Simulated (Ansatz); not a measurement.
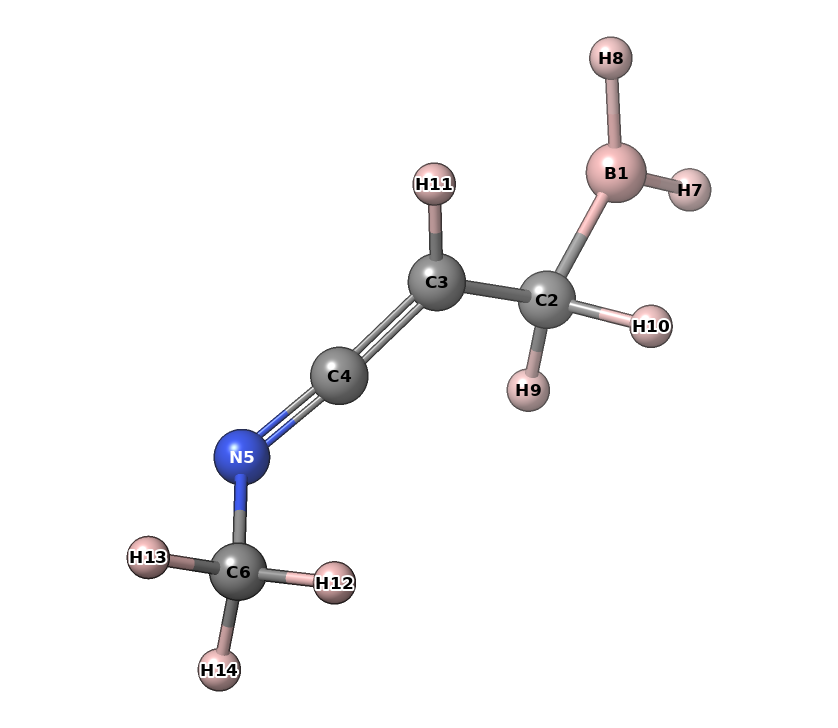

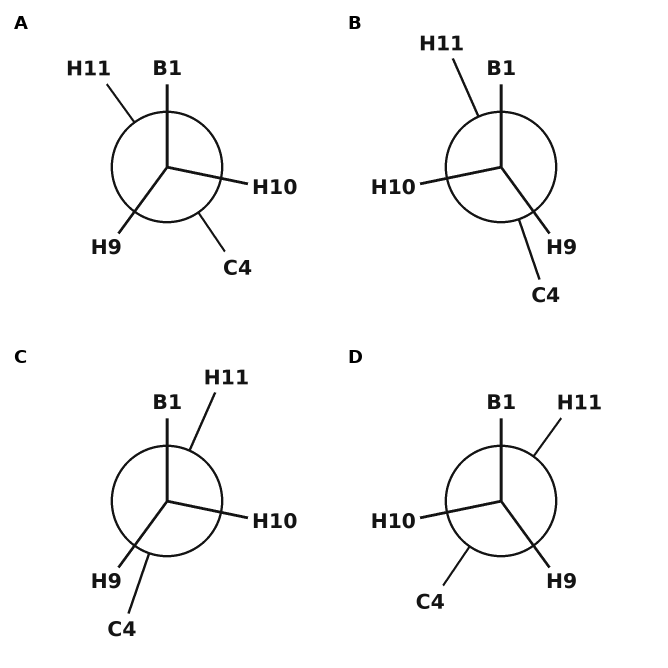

Atoms fade into the background with distance from the viewer. Bonds that would overlap in a projection are set slightly apart. The computed structure is the end point of a PBE-D4/def2-SVP optimisation. No frequency run is at hand to confirm it as a minimum.

### Which Newman projection shows the view along C2–C3, with C2 in front?

B. The torsion angle B1–C2–C3–C4 is 154°, antiperiplanar (anti).
